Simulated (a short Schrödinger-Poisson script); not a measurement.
Structure: symmetric double-gate stack, HfO2 on p-type Si(110), at 300 K.

```
layer  material  thickness (nm)  Na (cm⁻³)
-----  --------  --------------  ---------
1          HfO2            11.7          -
2            Si              10       4e17
3          HfO2            11.7          -
```

Constants are typed, rounded textbook-type inputs, not results; the design itself was drawn at random and stands for no fabricated device. HfO2: permittivity 22, conduction-band edge (eV) 1.55, gap (eV) 5.7, electron mass (mₑ) 0.2. Si: permittivity 11.7, conduction-band edge (eV) 0, gap (eV) 1.124, Nv at 300 K (cm⁻³) 3.1e19.

Channel valleys (confinement mass, in-plane density-of-states mass, number): Δ4 0.315, 0.324, 4; Δ2 0.19, 0.417, 2. At the gates, both at one voltage, the conduction-band edge of layer 1 lies 1.6 eV − eVg above the Fermi level of the channel. Gaps are held at their typed values at every temperature. Mesh 0.03 nm at interfaces.

Solved with a short Schrödinger-Poisson script written for these runs: 1D Poisson equation in equilibrium, electrons quantum, Hartree (BenDaniel-Duke, 12 states a valley, the channel's in-plane mass for all, wave functions ending at the dielectric), parabolic valleys, classical holes, full ionisation, no traps, pinning or gate leakage.

Only gate voltages with over 1e8 electrons/cm² are shown.

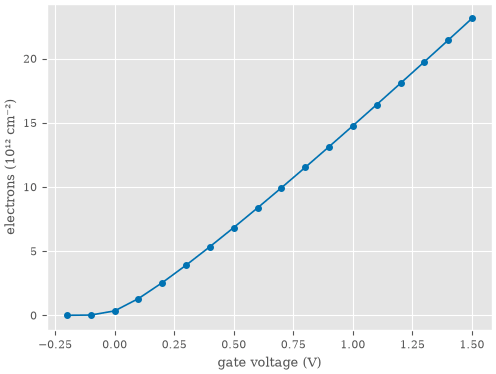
Fig. 1. Sheet density against gate voltage

| Vg (V) | electrons (cm⁻²) | C (μF/cm²) | Δ4 E0 (meV) | Δ4 E1 (meV) | Δ2 E0 (meV) | Δ2 E1 (meV) |
|---|---|---|---|---|---|---|
| -0.2 | 3.70e8 | < 0.003 | 287.9 | 322.6 | 295.8 | 354.0 |
| -0.1 | 1.69e10 | 0.102 | 189.1 | 223.6 | 196.9 | 255.1 |
| 0 | 3.41e11 | 1.11 | 111.6 | 144.7 | 119.5 | 176.2 |
| 0.1 | 1.30e12 | 1.84 | 77.3 | 106.7 | 85.4 | 138.3 |
| 0.2 | 2.54e12 | 2.11 | 60.5 | 85.7 | 68.9 | 117.6 |
| 0.3 | 3.91e12 | 2.25 | 49.7 | 71.2 | 58.9 | 103.6 |
| 0.4 | 5.34e12 | 2.35 | 41.9 | 60.1 | 52.0 | 93.1 |
| 0.5 | 6.84e12 | 2.42 | 35.7 | 51.2 | 46.8 | 84.9 |
| 0.6 | 8.37e12 | 2.48 | 30.4 | 43.7 | 42.8 | 78.2 |
| 0.7 | 9.93e12 | 2.53 | 25.9 | 37.3 | 39.6 | 72.6 |
| 0.8 | 1.15e13 | 2.57 | 21.8 | 31.6 | 36.9 | 67.9 |
| 0.9 | 1.31e13 | 2.60 | 18.0 | 26.6 | 34.7 | 63.8 |
| 1 | 1.48e13 | 2.63 | 14.6 | 22.0 | 32.7 | 60.2 |
| 1.1 | 1.64e13 | 2.65 | 11.3 | 17.9 | 31.0 | 57.0 |
| 1.2 | 1.81e13 | 2.67 | 8.3 | 14.1 | 29.5 | 54.2 |
| 1.3 | 1.97e13 | 2.69 | 5.3 | 10.5 | 28.1 | 51.6 |
| 1.4 | 2.14e13 | 2.71 | 2.6 | 7.2 | 26.8 | 49.3 |
| 1.5 | 2.31e13 | 2.72 | -0.1 | 4.0 | 25.7 | 47.1 |

Subbands count from the Fermi level. The capacitance is that of both gates.
